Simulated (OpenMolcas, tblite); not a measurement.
## SnSe (SMILES [Se][Sn]): methods side by side

The species is SnSe (2 atoms), meant as a singlet with charge 0. SMILES: `[Se][Sn]`. Geometry: relaxed at PBE0-D4/def2-TZVP.

```jsonl
{"atom": "Se", "x (Å)": "0.0000", "y (Å)": "0.0000", "z (Å)": "0.0065"}
{"atom": "Sn", "x (Å)": "0.0000", "y (Å)": "0.0000", "z (Å)": "2.3318"}
```

Each level gives the dipole moment (D). The values are calculated.

| level | kind | program | value (D) | CPU time |
| --- | --- | --- | --- | --- |
| GFN1-xTB | semi-empirical | tblite | 4.96 | under 2 s |
| HF/def2-TZVP (core potential) | Hartree–Fock | OpenMolcas | 3.89 | 13 s |
| SVWN5/def2-TZVP (core potential) | LDA | OpenMolcas | 2.75 | 18 s |
| PBE/def2-TZVP (core potential) | GGA | OpenMolcas | 2.79 | 22 s |
| TPSS/def2-TZVP (core potential) | meta-GGA | OpenMolcas | 2.88 | 27 s |
| r2SCAN/def2-TZVP (core potential) | meta-GGA | OpenMolcas | 2.94 | 31 s |
| B3LYP/def2-TZVP (core potential) | global hybrid | OpenMolcas | 3.06 | 24 s |
| PBE0/def2-TZVP (core potential) | global hybrid | OpenMolcas | 3.12 | 22 s |

The values span 2.75 to 4.96 D. Times are those of the runs behind each value, whatever else they computed, on shared processors of several kinds: orders of magnitude only.

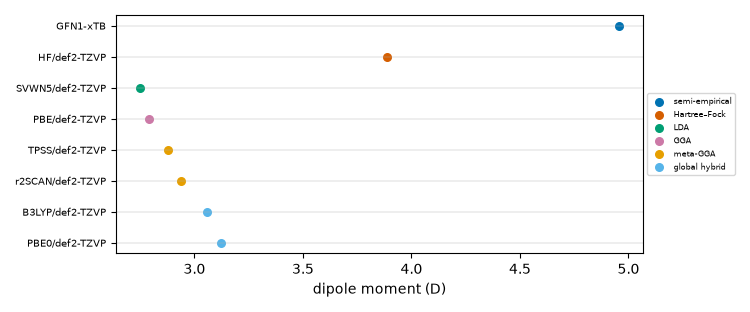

The values of the table, level by level.
